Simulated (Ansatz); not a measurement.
**CH6Si + C2H2: molecular dynamics**

Purpose: to follow the two partners and see whether they stay together, part or react. The start is relaxed first. Runs: 600 steps of 0.5 fs at constant energy, with velocities drawn for 300 K. SMILES of the start: C#C.C[SiH3].

Program: Ansatz 0.2.0. Level of theory: RKS PBE0/STO-3G. These are calculated values, not measurements.

**1. The structure to begin with**

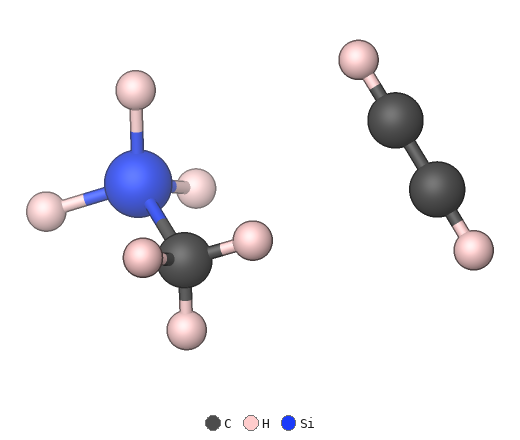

Start, viewed from a chosen angle; carbon dark grey, hydrogen pink, silicon blue.

Structure file:

```xyz
12

C    -0.1809   -0.4830   -2.8738
C     0.0620    0.6274   -2.5070
H    -0.3994   -1.4594   -3.1919
H     0.2700    1.6023   -2.1780
C     0.5419   -0.7784    0.9446
Si   -0.4416    0.6474    1.7120
H     0.5311   -0.7197   -0.1412
H     0.1245   -1.7409    1.2281
H     1.5795   -0.7636    1.2675
H     0.1542    1.9269    1.3164
H    -0.4112    0.5439    3.1739
H    -1.8302    0.5971    1.2493
```

**2. Relaxing the start**

input.yaml reads:

```yaml
crystal:
  periodic: [false, false, false]
  atoms:
    - { symbol: C, position_ang: [-0.1809, -0.483, -2.8738] }
    - { symbol: C, position_ang: [0.062, 0.6274, -2.507] }
    - { symbol: H, position_ang: [-0.3994, -1.4594, -3.1919] }
    - { symbol: H, position_ang: [0.27, 1.6023, -2.178] }
    - { symbol: C, position_ang: [0.5419, -0.7784, 0.9446] }
    - { symbol: Si, position_ang: [-0.4416, 0.6474, 1.712] }
    - { symbol: H, position_ang: [0.5311, -0.7197, -0.1412] }
    - { symbol: H, position_ang: [0.1245, -1.7409, 1.2281] }
    - { symbol: H, position_ang: [1.5795, -0.7636, 1.2675] }
    - { symbol: H, position_ang: [0.1542, 1.9269, 1.3164] }
    - { symbol: H, position_ang: [-0.4112, 0.5439, 3.1739] }
    - { symbol: H, position_ang: [-1.8302, 0.5971, 1.2493] }
basis:
  gaussian: { orbitals: STO-3G }
hamiltonian:
  xc: pbe0
relax:
  f_tol: 0.02
  max_steps: 40
scf:
  lower_state_search: "off"
output:
  orbitals: {}
```

Started as:

```console
$ ansatz run input.yaml --threads 1 --pin off --max-ram 2048MiB --backend cpu --events-out ev --progress --plain --runs-dir out
```

After this run come: Dynamics.

What does the calculation give? Wanted: relaxation of the start; temperature, first and last step; temperature, second half; potential energy, second half; largest change of the total energy; bonds formed or broken.

The runs gave:

| quantity | value |
| --- | --- |
| relaxation of the start | 9 moves, 0.078 eV lower |
| length | 600 steps of 0.5 fs |
| temperature, first and last step | 300 and 141 K |
| temperature, second half | mean 178 K, from 103 to 259 K |
| potential energy, second half | +13 meV/atom from the start |
| largest change of the total energy | 0.16 meV/atom |
| bonds formed or broken | 0 |

What this shows: The temperature starts at 300 K and averages 178 K in the second half, where it ranges from 103 to 259 K. About half is expected from a start at a minimum: kinetic energy passes into potential energy until both shares match. The total energy strays from its start by at most 0.16 meV/atom, 0.8 % of the mean kinetic energy, which is good for a step of 0.5 fs. The bonds all hold. The partners' closest contact goes from 2.90 to 3.21 Å; so short a run doesn't show whether they stay bound. 300 fs on 12 atoms is far too short and small for converged averages. The nuclei move classically, without zero-point motion, which matters most for hydrogen. The basis is very small, so the numbers are rough.
